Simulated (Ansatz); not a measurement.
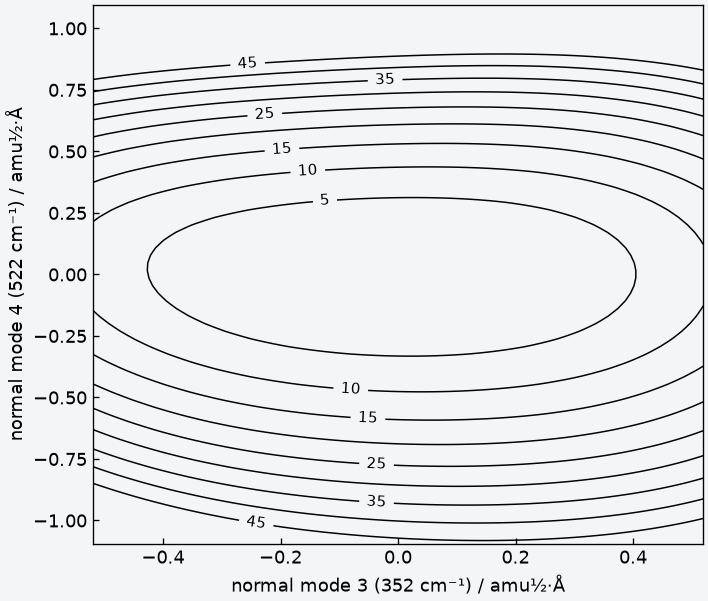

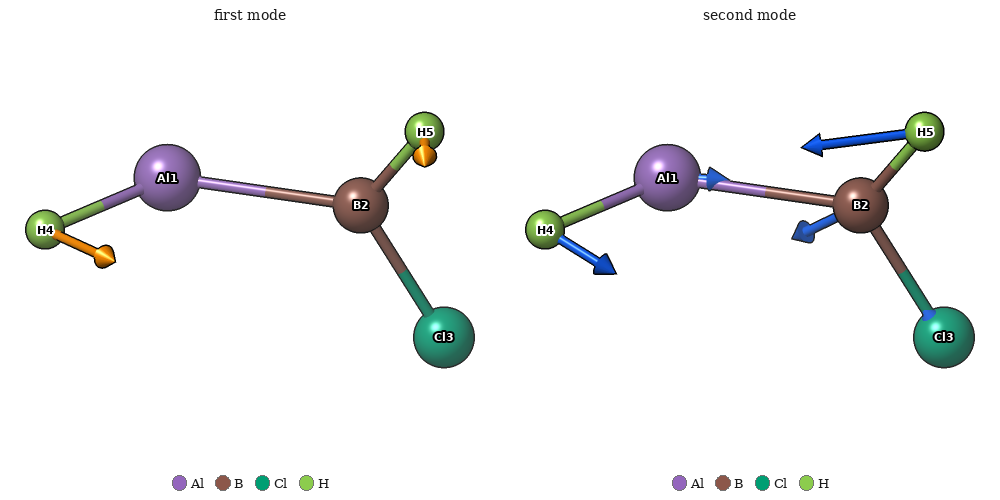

Energy landscape of AlBClH₂, SMILES [AlH][BH]Cl, spin multiplicity 2. 
- First axis: normal mode 3 (352 cm⁻¹). Second axis: normal mode 4 (522 cm⁻¹).
- Nothing is relaxed (straight displacements along the two mass-weighted modes).
- Grid: 9 × 9 points.
- Points are written as (first, second).
- Energies are in kJ/mol, from the lowest grid point.
- Computed with UKS BHLYP-D4/def2-TZVP (Ansatz).

Drawn: contour lines labelled in kJ/mol (none above 45). Between grid points the surface is interpolated. The second picture is the structure at the lowest point

**Where are the wells?**

The lowest grid point is at (0.00 amu½·Å, 0.000 amu½·Å). It is the only kind of minimum in the scanned range. The highest grid point, (−0.52 amu½·Å, 1.095 amu½·Å), lies 85 kJ/mol above the lowest.

Time for the 81 points that were run: 20 min on 1 thread of Arm Neoverse N1, with other jobs on the host.
